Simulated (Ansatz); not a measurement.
System: Ca₂TaO₄.

```yaml
crystal:
  lattice:
    - [5.86808, 0.00000, 0.00000]
    - [0.00000, 10.19633, 0.00000]
    - [0.00000, 0.00000, 3.33851]
  atoms:
    - { symbol: Ca, position: [0.92965, 0.67448, 0.50000] }
    - { symbol: Ca, position: [0.07035, 0.32552, 0.50000] }
    - { symbol: Ca, position: [0.57035, 0.17448, 0.50000] }
    - { symbol: Ca, position: [0.42965, 0.82552, 0.50000] }
    - { symbol: Ta, position: [0.50000, 0.50000, 0.00000] }
    - { symbol: Ta, position: [0.00000, 0.00000, 0.00000] }
    - { symbol: O, position: [0.37620, 0.31528, 0.00000] }
    - { symbol: O, position: [0.62380, 0.68472, 0.00000] }
    - { symbol: O, position: [0.27443, 0.54478, 0.50000] }
    - { symbol: O, position: [0.72557, 0.45522, 0.50000] }
    - { symbol: O, position: [0.12380, 0.81528, 0.00000] }
    - { symbol: O, position: [0.87620, 0.18472, 0.00000] }
    - { symbol: O, position: [0.77443, 0.95522, 0.50000] }
    - { symbol: O, position: [0.22557, 0.04478, 0.50000] }
```

Space group Pbam; a generated structure, not necessarily the stable one; changed on purpose from its base cell (volume × 1.10, shape and atoms relaxed); computed pressure about −9 GPa in this cell.

Theory: DFT PBE, scalar-relativistic, plane waves, PAW (Ansatz).

Q: What will maps of the valence pseudo-density and electron localisation function show?

A: Ca–O (2.45 Å): the density is about 0.22 e/Å³ at the midpoint; the ELF is about 0.10 at the midpoint; no shared electron pair shows on this line.

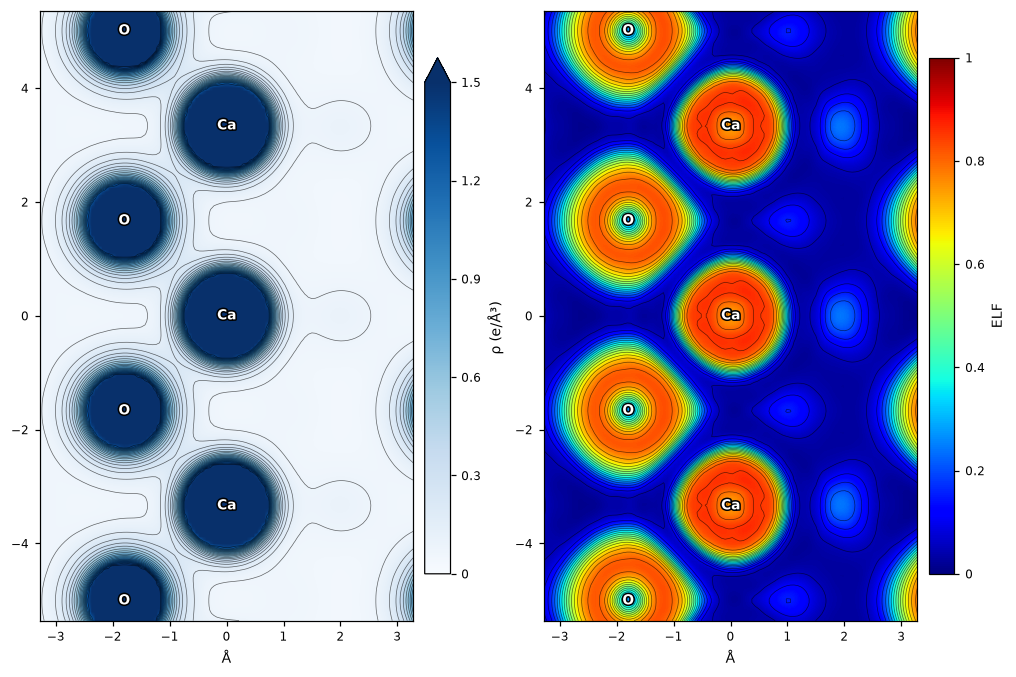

Computed valence pseudo-density and electron localisation function on the (010) plane of the conventional cell, in this order. 

In a PAW calculation such maps are meaningful between the atoms, not at the nuclei.
